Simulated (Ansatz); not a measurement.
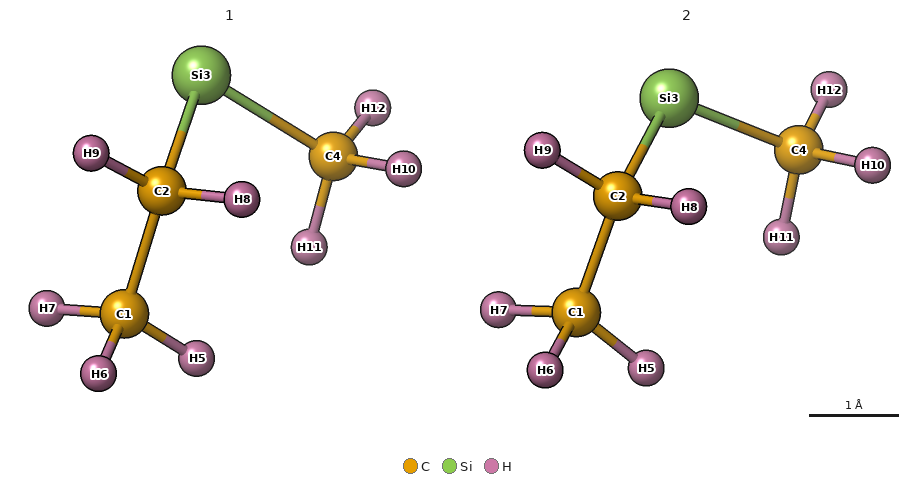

Two geometries of C₃H₈Si (coarse preliminary run), drawn at one scale. One is the start of a relaxation, the other its converged end. A ball-and-stick model, seen from a free direction.

These are results of RKS PBE-D4/def2-SVP in Ansatz 0.2.0, not measurements. Settings: force threshold 0.03 eV/Å; at most 200 steps.

Q: Which geometry has the lower energy?

A: Structure 1 is the relaxed one. The start comes from a force field. Si3 moves most after the best rigid fit: 0.29 Å. Largest moves by element: Si 0.29 Å, H 0.28 Å, C 0.17 Å. Some distances before and after: C2–Si3 1.842 → 1.939 Å, Si3–C4 1.840 → 1.922 Å, C1–C2 1.470 → 1.540 Å, C2–H8 1.053 → 1.118 Å. Bond angles that change, for instance: C2–Si3–C4 116.2° → 98.5°, H11–C4–H12 113.4° → 108.3°, H5–C1–H6 103.7° → 107.1°. The energy falls by 0.737 eV in 4 geometry steps. Largest force component: 3.8 eV/Å at the start, 0.029 eV/Å at the end. The run took roughly 13 core-seconds on a shared host.
